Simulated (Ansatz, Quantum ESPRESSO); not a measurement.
# 1T-HfO2, 2 layers, AA stacking: the dipole at a withheld member of a series

**Set-up.** Quantum ESPRESSO 7.5, PBE, GBRV ultrasoft. Cell and atoms are relaxed without a field with a D3(BJ) correction and then held. Sawtooth field with dipole correction, 17 Å of vacuum in the starting cell, Fermi-Dirac smearing of 0.002 Ry; bands along a path at each field. The series steps the field along the normal.

```tsv
field along the normal	dipole (e Å)
0 V/Å	0.0000
0.05 V/Å	0.0146
0.1 V/Å	0.0293
0.2 V/Å	0.0586
0.4 V/Å	0.1172
```

One more run was made and is withheld. What is the dipole at 0.3 V/Å?

By hand: The rows at 0.2 V/Å and 0.4 V/Å give a slope of (0.1172 − (0.0586))/(0.4 − (0.2)) = 0.293, so a straight line gives 0.0879 e Å. A parabola through these and the row at 0.1 V/Å gives 0.0879 e Å.

**The withheld run.** 0.0879 e Å. The line misses by 0.0000 and the parabola by 0.0000 e Å. Both misses are under 5 % of the step from the nearer row.

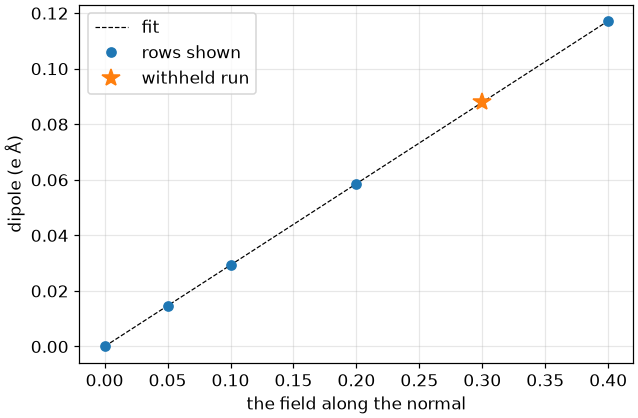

The rows shown, the fit and the withheld run.

**Limits.** Ions are held; semilocal gaps are too small; in strong fields empty levels can belong to the vacuum; one stacking. Members without a usable value, or on the other side of zero field or charge, are not listed.

[Logs are printed without paths, hosts, clocks, repeated set-up lines and the standing remarks that a program may print on its own settings, such as how far it seeks lower states.]
